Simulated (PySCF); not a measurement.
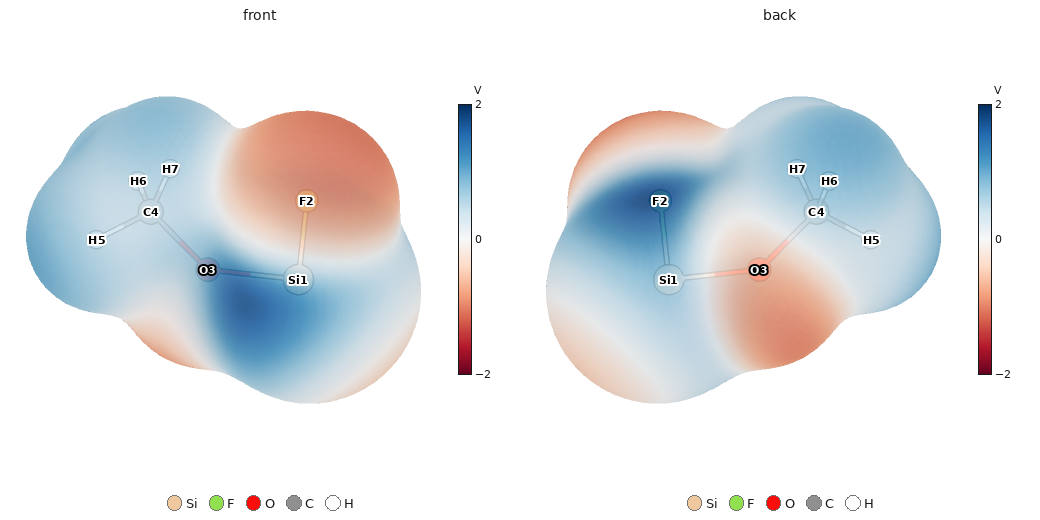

The picture shows: CH3FOSi (SMILES CO[Si]F). The electrostatic potential painted on the density surface at 0.002 e/bohr³, seen from the front and from behind; red is negative and blue positive.

Geometry: PBE0-D3(BJ)/def2-SVP.

All numbers below come from PBE0/pcSseg-2, SCF density, gas phase, non-relativistic (PySCF 2.14.0).

Input

```
{"job": {"kind": "nmr", "xc": "PBE0", "basis": "pcSseg-2"}, "charge": 0, "multiplicity": 1}
Si     1.593186    -0.918931    -0.789320
F      2.065722     0.595301    -0.341955
O      0.004753    -0.894459    -0.337605
C     -0.786969     0.102663     0.264061
H     -1.269419    -0.308870     1.163900
H     -1.578474     0.416558    -0.434225
H     -0.188638     0.983483     0.544013
```

Run with:

```sh
OMP_NUM_THREADS=1 python cluster_run.py task.json out
```

> Describe the electrostatic potential map.

The most negative region (about −1.0 V, or −23 kcal/mol for a unit charge) lies over F2 and O3, the most positive (about +1.7 V, or +39 kcal/mol for a unit charge) over Si1.

> What dipole moment does the calculation give?

Its dipole moment is 1.23 D.
